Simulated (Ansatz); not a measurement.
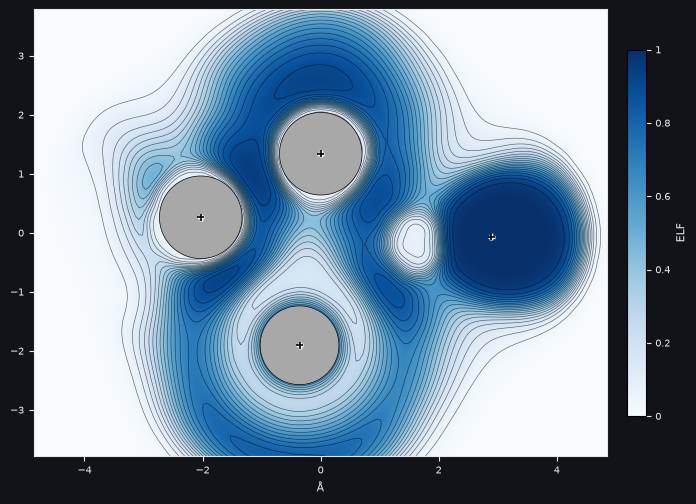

The electron localisation function on a plane through atoms (crosses mark nuclei in the plane; grey discs cover the cores).

Method: Ansatz, isolated molecule in a Gaussian basis; Kohn-Sham density functional theory, functional PBE0.

Candidates:
A. FH4InSi3
B. AlF2H3P (charge −1)
C. BrH5NSi2 (charge +1)

### Which candidate gave the map?

Candidate A: FH4InSi3 on the plane of atoms In2, Si3 and Si4, which holds In, Si and H. Si–Si (2.30 Å): the ELF peaks at about 0.95 between the atoms: localised, covalent bonding. In–Si (2.74 Å): the ELF peaks at about 0.90 between the atoms; localised, covalent bonding.
